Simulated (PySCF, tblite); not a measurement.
# C7H12Si: geometry, infrared bands, NMR shifts, electronic excitations and core binding energies

Wanted: the infrared bands, NMR shifts, electronic excitations and core binding energies of C7H12Si (`C=CC[SiH]1CC=CC1`), by calculation.

Computed with tblite 0.8.0 and PySCF 2.14.0, with density-fitted response routines of our own, on a single molecule in the gas phase. Atoms count from 0, in the outputs and in this text.

## 1. The starting structure

20 atoms, charge 0, multiplicity 1; geometry from: force field or distance geometry start.

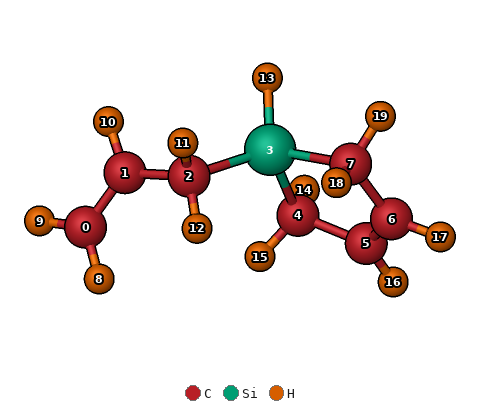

The starting geometry (carbon red, silicon teal, hydrogen orange), atoms numbered; sticks join atoms by distance.

## 2. Relaxing the molecule with GFN2-xTB

The job: settings as JSON, then the geometry in Å.

```
{"job": {"kind": "relax", "xc": "GFN2-xTB", "basis": "xTB"}, "charge": 0, "multiplicity": 1}
C      3.221500    -0.196300    -0.773500
C      2.496200     0.480400     0.133700
C      1.151000     1.063100    -0.112900
Si    -0.239900     0.345600     0.909600
C     -0.674800    -1.457100     0.392900
C     -2.091800    -1.362300    -0.144600
C     -2.702400    -0.162800    -0.138200
C     -1.950200     1.037700     0.405900
H      2.843300    -0.366600    -1.776200
H      4.192300    -0.587600    -0.528400
H      2.930700     0.627500     1.130200
H      1.193300     2.140300     0.084000
H      0.871200     0.963700    -1.165100
H     -0.012000     0.452700     2.384000
H     -0.628500    -2.120900     1.247200
H      0.005000    -1.801100    -0.384100
H     -2.578900    -2.250900    -0.510800
H     -3.719400    -0.052100    -0.500100
H     -1.845100     1.800800    -0.366100
H     -2.466500     1.456300     1.275400
```

Run with:

```
> OMP_NUM_THREADS=1 python probes_run.py task.json out
```

This one command runs all jobs of the session in turn.

The program printed:

```text
step      E/eV     max force
  0    -619.20135    1.375
  1    -619.26092    1.076
  2    -619.29079    0.312
  3    -619.30206    0.227
  4    -619.31358    0.248
  5    -619.31864    0.201
  6    -619.32302    0.160
  7    -619.32598    0.121
  8    -619.32835    0.092
  9    -619.32936    0.069
 10    -619.32983    0.055
 11    -619.33022    0.054
 12    -619.33071    0.064
 13    -619.33127    0.069
 14    -619.33186    0.069
 15    -619.33247    0.075
 16    -619.33313    0.084
 17    -619.33384    0.069
 18    -619.33449    0.053
 19    -619.33503    0.046
 20    -619.33546    0.049
 21    -619.33582    0.047
 22    -619.33610    0.033
 23    -619.33628    0.026
 24    -619.33641    0.028
 25    -619.33653    0.029
 26    -619.33667    0.028
 27    -619.33682    0.029
 28    -619.33698    0.034
 29    -619.33711    0.037
 30    -619.33723    0.027
 31    -619.33735    0.023
 32    -619.33747    0.025
 33    -619.33758    0.026
 34    -619.33768    0.031
 35    -619.33778    0.029
 36    -619.33790    0.029
 37    -619.33802    0.026
 38    -619.33811    0.020
 39    -619.33818    0.023
 40    -619.33827    0.030
 41    -619.33840    0.039
 42    -619.33859    0.040
 43    -619.33881    0.041
 44    -619.33903    0.043
 45    -619.33923    0.038
 46    -619.33942    0.038
 47    -619.33962    0.031
 48    -619.33978    0.030
 49    -619.33988    0.026
 50    -619.33995    0.028
 51    -619.34002    0.024
 52    -619.34010    0.031
 53    -619.34020    0.030
 54    -619.34029    0.027
 55    -619.34039    0.031
 56    -619.34051    0.032
 57    -619.34065    0.038
 58    -619.34076    0.025
 59    -619.34084    0.021
 60    -619.34091    0.022
 61    -619.34100    0.035
 62    -619.34112    0.043
 63    -619.34123    0.032
 64    -619.34129    0.015
 65    -619.34134    0.013
 66    -619.34138    0.018
 67    -619.34141    0.018
 68    -619.34144    0.011
 69    -619.34147    0.010
 70    -619.34149    0.012
 71    -619.34151    0.013
 72    -619.34153    0.011
 73    -619.34155    0.010
```

Run time: 0.57 s. Hardware: 1 thread of Arm Neoverse V1, shared host; peak memory 0.18 GiB.

Along the way: (not every step is listed)

| step | energy from step 0 (eV) | largest force (eV/Å) |
| --- | --- | --- |
| 0 | 0.0000 | 1.3751 |
| 1 | -0.0596 | 1.0761 |
| 2 | -0.0894 | 0.3123 |
| 3 | -0.1007 | 0.2273 |
| 4 | -0.1122 | 0.2477 |
| 5 | -0.1173 | 0.2009 |
| 6 | -0.1217 | 0.1597 |
| 7 | -0.1246 | 0.1208 |
| 8 | -0.1270 | 0.0921 |
| 14 | -0.1305 | 0.0686 |
| 20 | -0.1341 | 0.0494 |
| 26 | -0.1353 | 0.0279 |
| 32 | -0.1361 | 0.0249 |
| 38 | -0.1368 | 0.0203 |
| 44 | -0.1377 | 0.0429 |
| 50 | -0.1386 | 0.0283 |
| 56 | -0.1392 | 0.0318 |
| 62 | -0.1398 | 0.0430 |
| 68 | -0.1401 | 0.0115 |
| 69 | -0.1401 | 0.0102 |
| 70 | -0.1401 | 0.0121 |
| 71 | -0.1402 | 0.0127 |
| 72 | -0.1402 | 0.0110 |
| 73 | -0.1402 | 0.0102 |

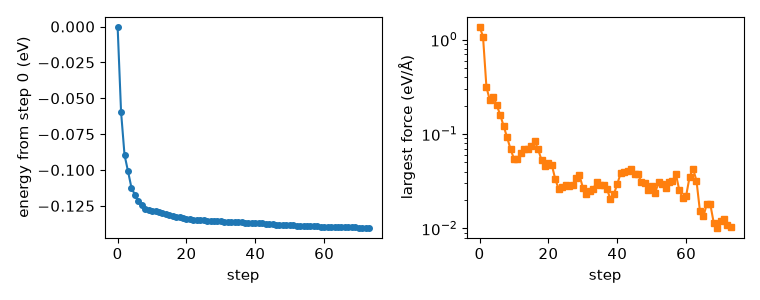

Energy and largest force along the relaxation.

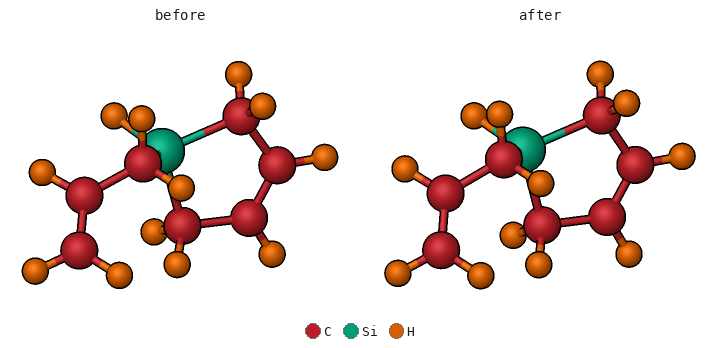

The geometry before (left) and after (right).

Distances of close pairs at the start and the end, largest changes first:

| bond | before (Å) | after (Å) | change (Å) |
| --- | --- | --- | --- |
| C2–Si3 | 1.869 | 1.912 | +0.042 |
| C5–C6 | 1.346 | 1.321 | -0.025 |
| Si3–H13 | 1.496 | 1.472 | -0.024 |
| C0–C1 | 1.344 | 1.321 | -0.023 |
| C4–C5 | 1.518 | 1.500 | -0.019 |
| C6–C7 | 1.518 | 1.500 | -0.018 |
| Si3–C4 | 1.925 | 1.908 | -0.017 |
| C1–H10 | 1.097 | 1.082 | -0.015 |

The next job starts from the end point, and lists it.

## 3. Infrared spectrum with GFN2-xTB

The job: settings as JSON, then the geometry in Å.

```
{"job": {"kind": "ir", "xc": "GFN2-xTB", "basis": "xTB"}, "charge": 0, "multiplicity": 1}
C      3.109636    -0.293879    -0.702281
C      2.471020     0.499680     0.138754
C      1.177191     1.173021    -0.145985
Si    -0.226849     0.373969     0.876348
C     -0.610642    -1.414313     0.334000
C     -2.033020    -1.351196    -0.137778
C     -2.674208    -0.196564    -0.099848
C     -1.964047     1.019125     0.416374
H      2.732538    -0.487185    -1.693569
H      4.036848    -0.776004    -0.443820
H      2.872249     0.675949     1.128102
H      1.248756     2.228858     0.115941
H      0.950009     1.107517    -1.210394
H      0.053613     0.488078     2.316834
H     -0.520510    -2.141576     1.141907
H      0.034977    -1.773448    -0.469705
H     -2.495443    -2.258763    -0.499579
H     -3.698604    -0.090214    -0.428546
H     -1.963597     1.801085    -0.344850
H     -2.505066     1.426540     1.271121
```

The program printed:

```text
mode    cm-1     km/mol
  1      32.2      0.26
  2      57.2      0.33
  3      66.7      0.12
  4     130.4      0.56
  5     196.3      2.57
  6     236.4      1.43
  7     348.1      0.03
  8     404.5      6.63
  9     423.2      9.65
 10     585.8     51.54
 11     590.3     18.60
 12     621.0     58.03
 13     646.3     18.16
 14     688.9    130.23
 15     713.2     24.87
 16     751.2      4.62
 17     773.8     17.56
 18     792.2     57.16
 19     823.1    103.46
 20     837.7    105.66
 21     881.5      9.39
 22     902.4      0.00
 23     954.6     15.82
 24     981.8      3.98
 25    1021.5      9.83
 26    1021.8      8.06
 27    1055.8     30.70
 28    1087.2      0.28
 29    1110.2     13.73
 30    1135.9     19.74
 31    1179.5     50.14
 32    1206.4     15.55
 33    1232.9      0.50
 34    1248.7     23.43
 35    1298.5      7.78
 36    1318.2     13.43
 37    1413.9     10.87
 38    1458.6      2.60
 39    1463.9      1.39
 40    1466.9      7.72
 41    1711.1     39.47
 42    1719.7     23.57
 43    2195.2    352.21
 44    2956.9     35.97
 45    2958.9     40.02
 46    2978.3     21.79
 47    2983.7     16.33
 48    2985.1     47.55
 49    2987.0     39.20
 50    3054.2     30.16
 51    3054.8     50.04
 52    3071.0    113.05
 53    3095.6     26.59
 54    3123.2     61.72
```

It took 0.83 s on 1 thread of Arm Neoverse V1, shared host; peak memory 0.18 GiB.

Which atoms move in the most intense modes:

| cm⁻¹ | km/mol | atoms |
| --- | --- | --- |
| 621 | 58.0 | H13 55 % |
| 689 | 130.2 | H13 21 %, H16 16 %, H17 16 % |
| 792 | 57.2 | C7 18 %, Si3 17 %, H11 16 %, C2 13 % |
| 823 | 103.5 | C4 20 %, Si3 18 %, C7 11 % |
| 838 | 105.7 | H16 12 %, Si3 12 %, H17 12 %, H14 10 % |
| 2195 | 352.2 | H13 97 % |
| 3071 | 113.0 | H16 51 %, H17 41 % |
| 3123 | 61.7 | H9 69 %, H8 20 % |

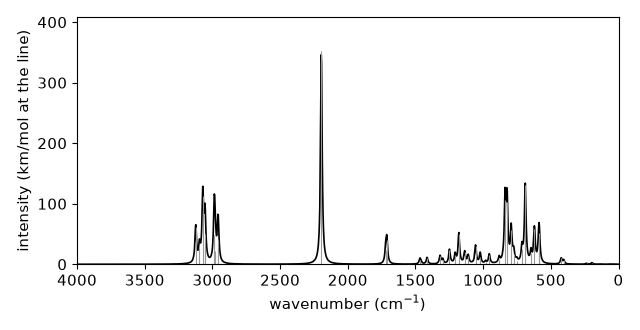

The infrared spectrum from these modes, unscaled. Lines are broadened to a width of 14 cm⁻¹ (Lorentzian).

## 4. Optimising the geometry at PBE0-D3(BJ)/def2-SVP

The job: settings as JSON, then the geometry in Å.

```
{"job": {"xc": "PBE0", "basis": "def2-SVP", "d3": "d3bj", "grid": 1, "shake": 0.01, "kind": "geom"}, "charge": 0, "multiplicity": 1}
C      3.130050    -0.319440    -0.698100
C      2.465340     0.495150     0.136600
C      1.156990     1.170700    -0.154640
Si    -0.193620     0.376230     0.872820
C     -0.613450    -1.420990     0.323450
C     -2.036930    -1.346380    -0.140160
C     -2.664630    -0.198560    -0.099610
C     -1.948590     1.024580     0.411320
H      2.730710    -0.481780    -1.674220
H      4.034150    -0.778440    -0.433800
H      2.863380     0.673030     1.136930
H      1.254560     2.229770     0.122640
H      0.921730     1.117730    -1.219990
H      0.036930     0.490840     2.323840
H     -0.524960    -2.152340     1.142170
H      0.034450    -1.759390    -0.462230
H     -2.493500    -2.247650    -0.501630
H     -3.707860    -0.084370    -0.422720
H     -1.965750     1.793260    -0.342560
H     -2.530000     1.433440     1.276030
```

The program printed:

```text
step   0  E = -562.69961542  max force = 0.033327
step   1  E = -562.70749241  max force = 0.007430
step   2  E = -562.70783922  max force = 0.001417
step   3  E = -562.70787797  max force = 0.001544
step   4  E = -562.70790049  max force = 0.001755
step   5  E = -562.70792524  max force = 0.000619
step   6  E = -562.70795001  max force = 0.000981
step   7  E = -562.70797943  max force = 0.001392
step   8  E = -562.70803389  max force = 0.000633
step   9  E = -562.70808517  max force = 0.000658
step  10  E = -562.70816186  max force = 0.000849
step  11  E = -562.70824457  max force = 0.000961
step  12  E = -562.70827629  max force = 0.000506
step  13  E = -562.70829055  max force = 0.000271
optimisation converged
```

Run time: 3.4 min. Hardware: 1 thread of Arm Neoverse V1, shared host; peak memory 0.74 GiB.

Relaxation path:

| step | energy from step 0 (eV) | largest force component (eV/Å) |
| --- | --- | --- |
| 0 | 0.0000 | 1.7137 |
| 1 | -0.2143 | 0.3821 |
| 2 | -0.2238 | 0.0729 |
| 3 | -0.2248 | 0.0794 |
| 4 | -0.2254 | 0.0902 |
| 5 | -0.2261 | 0.0318 |
| 6 | -0.2268 | 0.0504 |
| 7 | -0.2276 | 0.0716 |
| 8 | -0.2291 | 0.0326 |
| 9 | -0.2305 | 0.0338 |
| 10 | -0.2326 | 0.0437 |
| 11 | -0.2348 | 0.0494 |
| 12 | -0.2357 | 0.0260 |
| 13 | -0.2361 | 0.0139 |

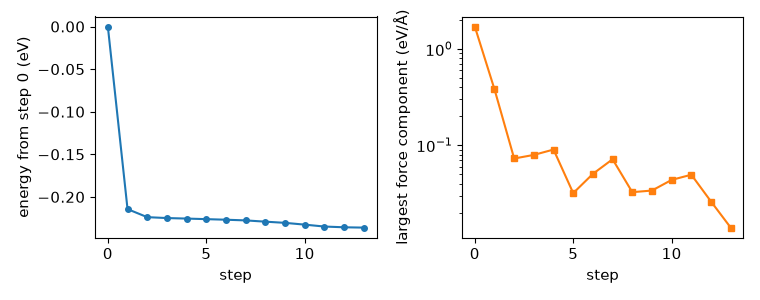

Energy and force, step by step.

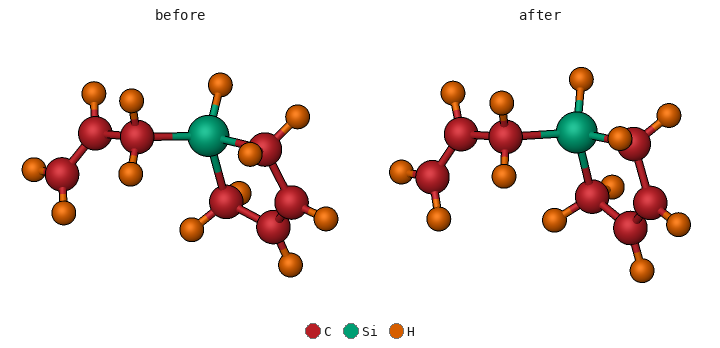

Before and after, at one scale.

Close pairs (by a distance rule), those that changed most:

| bond | before (Å) | after (Å) | change (Å) |
| --- | --- | --- | --- |
| C0–H9 | 1.048 | 1.093 | +0.045 |
| C5–C6 | 1.309 | 1.342 | +0.033 |
| C4–H15 | 1.073 | 1.104 | +0.031 |
| Si3–C4 | 1.926 | 1.896 | -0.029 |
| C0–H8 | 1.067 | 1.095 | +0.028 |
| C7–H18 | 1.077 | 1.103 | +0.027 |
| Si3–C7 | 1.927 | 1.901 | -0.026 |
| Si3–H13 | 1.474 | 1.497 | +0.023 |

The end geometry stands in the next job.

| at the end point | value |
| --- | --- |
| point group (found at 0.08 Å tolerance) | C1 |
| rotational constants (GHz, main isotopes) | 3.291, 1.067, 0.929 |
| dipole moment (D) | 0.40 |

## 5. Shielding tensors: PBE0/pcSseg-1

The job: settings as JSON, then the geometry in Å.

```
{"job": {"kind": "nmr", "xc": "PBE0", "basis": "pcSseg-1"}, "charge": 0, "multiplicity": 1}
C      2.789297    -0.260665    -0.650938
C      2.215739     0.646909     0.145061
C      0.876451     1.267228    -0.066627
Si    -0.437106     0.480116     1.052558
C     -0.778688    -1.312214     0.536255
C     -2.085710    -1.178339    -0.201356
C     -2.754695    -0.015970    -0.145942
C     -2.179591     1.126142     0.652755
H      2.311005    -0.589950    -1.579543
H      3.759773    -0.700217    -0.406838
H      2.741342     0.940843     1.063122
H      0.900103     2.350862     0.141314
H      0.535290     1.135403    -1.107430
H     -0.028201     0.646019     2.483033
H     -0.872154    -1.995017     1.399454
H      0.022903    -1.730523    -0.096555
H     -2.485944    -2.028200    -0.766198
H     -3.712778     0.105995    -0.664236
H     -2.177092     2.070032     0.081131
H     -2.777404     1.321232     1.561161
```

Method: GIAO PBE0/pcSseg-1 NMR shielding, non-relativistic, gas phase.

The program printed:

```text
coarse grid: 16672 points
cycle   1  E = -562.8157551778  dE =  7.747e-01  |g| = 4.909e-01  |ddm| = 3.980e+00
cycle   2  E = -562.8033565229  dE =  1.240e-02  |g| = 5.424e-01  |ddm| = 9.025e-01
cycle   3  E = -562.8814372041  dE = -7.808e-02  |g| = 3.979e-02  |ddm| = 5.176e-01
cycle   4  E = -562.8817305995  dE = -2.934e-04  |g| = 2.200e-02  |ddm| = 7.034e-02
cycle   5  E = -562.8818408382  dE = -1.102e-04  |g| = 8.938e-03  |ddm| = 2.787e-02
cycle   6  E = -562.8818599696  dE = -1.913e-05  |g| = 2.449e-03  |ddm| = 8.722e-03
cycle   7  E = -562.8818615237  dE = -1.554e-06  |g| = 3.366e-04  |ddm| = 2.364e-03
final grid: 154848 points
cycle   8  E = -562.9300134455  dE = -3.504e-05  |g| = 7.977e-03  |ddm| = 3.268e-02
cycle   9  E = -562.9300078705  dE =  5.575e-06  |g| = 9.287e-03  |ddm| = 1.536e-02
cycle  10  E = -562.9300307276  dE = -2.286e-05  |g| = 6.687e-04  |ddm| = 8.391e-03
cycle  11  E = -562.9300308133  dE = -8.574e-08  |g| = 3.309e-04  |ddm| = 7.955e-04
cycle  12  E = -562.9300308405  dE = -2.715e-08  |g| = 7.205e-05  |ddm| = 3.059e-04
cycle  13  E = -562.9300308417  dE = -1.220e-09  |g| = 2.507e-05  |ddm| = 9.640e-05
cycle  14  E = -562.9300308419  dE = -1.631e-10  |g| = 4.302e-06  |ddm| = 2.777e-05
converged SCF energy = -562.9300308419

GIAO shielding tensors (ppm)
atom      isotropic    diamagn.    paramagn.     s11        s22        s33       span
  0 C       63.549     254.827    -191.278    -49.095     86.387    153.355    202.450
  1 C       41.313     257.075    -215.762    -80.892     45.684    159.147    240.039
  2 C      160.836     254.320     -93.484    142.178    155.809    184.519     42.341
  3 Si     354.266     881.719    -527.453    311.491    365.818    385.490     73.999
  4 C      169.418     254.083     -84.665    153.706    165.367    189.183     35.477
  5 C       43.511     255.572    -212.061    -69.641     59.057    141.117    210.758
  6 C       44.152     255.895    -211.743    -68.389     61.563    139.281    207.670
  7 C      167.542     256.409     -88.867    155.952    161.675    185.000     29.049
  8 H       26.082      32.159      -6.078     22.172     25.467     30.606      8.435
  9 H       26.087      28.097      -2.011     23.056     25.078     30.126      7.070
 10 H       25.283      30.121      -4.838     22.851     25.007     27.991      5.140
 11 H       29.603      30.742      -1.139     25.093     28.432     35.285     10.192
 12 H       29.793      33.778      -3.985     26.334     29.497     33.548      7.214
 13 H       26.820      30.084      -3.264     23.660     24.752     32.048      8.388
 14 H       29.802      30.463      -0.662     25.354     26.798     37.253     11.899
 15 H       29.736      33.591      -3.855     25.006     28.354     35.847     10.841
 16 H       25.172      30.096      -4.925     22.785     25.764     26.966      4.181
 17 H       25.210      29.583      -4.373     22.754     25.634     27.243      4.489
 18 H       29.964      31.744      -1.780     25.953     27.950     35.990     10.037
 19 H       29.650      29.532       0.117     25.250     26.636     37.063     11.813
```

Run time: 35 s. Hardware: 1 thread of Arm Neoverse V1, shared host; peak memory 0.95 GiB.

Shifts follow as δ = σ(reference) − σ, with reference shieldings (ppm) from runs at the same level and on the same kind of geometry: 1H TMS 31.27, 13C TMS 184.4, 29Si TMS 352.0. The references are single molecules in the gas phase. Atoms listed in one row are averaged.

| atoms | environment | σ (ppm) | δ (ppm) | δ scaled to CDCl3 |
| --- | --- | --- | --- | --- |
| C1 | alkene CH | 41.3 | 143.1 | 138.4 |
| C5, C6 | alkene CH | 43.8 | 140.6 | 136.0 |
| C0 | terminal =CH2 carbon | 63.5 | 120.9 | 116.8 |
| C2 | allylic sp3 CH2 bonded to Si | 160.8 | 23.6 | 22.4 |
| C4, C7 | allylic sp3 CH2 bonded to Si | 168.5 | 15.9 | 15.0 |
| H16, H17 | hydrogen on an alkene CH | 25.19 | 6.08 | 5.97 |
| H10 | hydrogen on an alkene CH | 25.28 | 5.98 | 5.89 |
| H8 | hydrogen on a terminal =CH2 carbon | 26.08 | 5.19 | 5.13 |
| H9 | hydrogen on a terminal =CH2 carbon | 26.09 | 5.18 | 5.13 |
| H13 | hydrogen on a silicon bonded to 3 C, in a 5-membered ring | 26.82 | 4.45 | – |
| H11, H12 | hydrogen on an allylic sp3 CH2 bonded to Si | 29.70 | 1.57 | 1.70 |
| H14, H19 | hydrogen on an allylic sp3 CH2 bonded to Si | 29.73 | 1.54 | 1.68 |
| H15, H18 | hydrogen on an allylic sp3 CH2 bonded to Si | 29.85 | 1.42 | 1.56 |
| Si3 | silicon bonded to 3 C, H, in a 5-membered ring | 354.3 | -2.3 | – |

The scaled column applies a straight-line fit of computed shieldings to shifts measured in CDCl3 (root-mean-square error 0.21 ppm for H, 2.0 ppm for C).

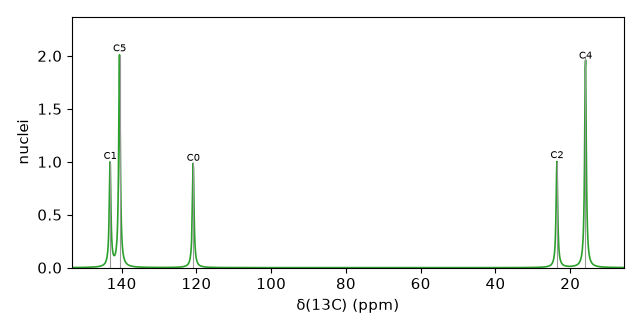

13C lines at the computed shifts, without couplings. Lines are broadened to a width of 0.51 ppm (Lorentzian).

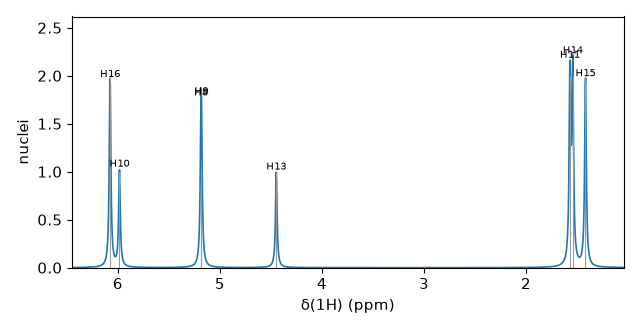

1H lines at the computed shifts, without couplings. Lines are broadened to a width of 0.02 ppm (Lorentzian).

Charges from the same density, by scheme (e):

| atoms | Mulliken | IAO | Hirshfeld | ESP fit |
| --- | --- | --- | --- | --- |
| C0 | -0.18 | -0.34 | -0.11 | -0.58 |
| C1 | -0.25 | -0.12 | -0.04 | -0.04 |
| C2 | -0.48 | -0.54 | -0.16 | -0.35 |
| Si3 | 0.89 | 0.92 | 0.37 | 0.41 |
| C4, C7 | -0.52 | -0.55 | -0.16 | -0.13 |
| C5, C6 | -0.17 | -0.15 | -0.05 | -0.20 |

Hirshfeld charges:

C0 -0.11; C1 -0.04; C2 -0.16; Si3 0.37; C4 -0.17; C5 -0.05; C6 -0.05; C7 -0.16; H8 0.04; H9 0.04; H10 0.04; H11 0.04; H12 0.04; H13 -0.09; H14 0.04; H15 0.04; H16 0.04; H17 0.04; H18 0.04; H19 0.04

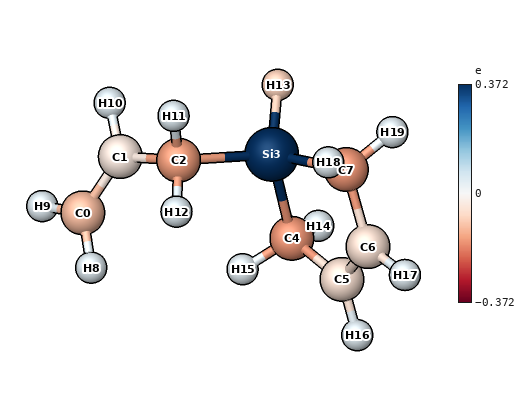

Hirshfeld charges, as colours on the atoms.

Mayer bond orders: C0–C1 1.96, C1–C2 1.04, C2–Si3 0.91, Si3–C4 0.90, C4–C5 1.04, C5–C6 1.91, C6–C7 1.04, C7–Si3 0.88.

Ring of atoms Si3, C4, C5, C6, C7: NICS(0) -2.3, NICS(1) -3.2, NICS(1)zz -2.4 ppm (means of both faces).

(Part 1 of 2 ends here.)
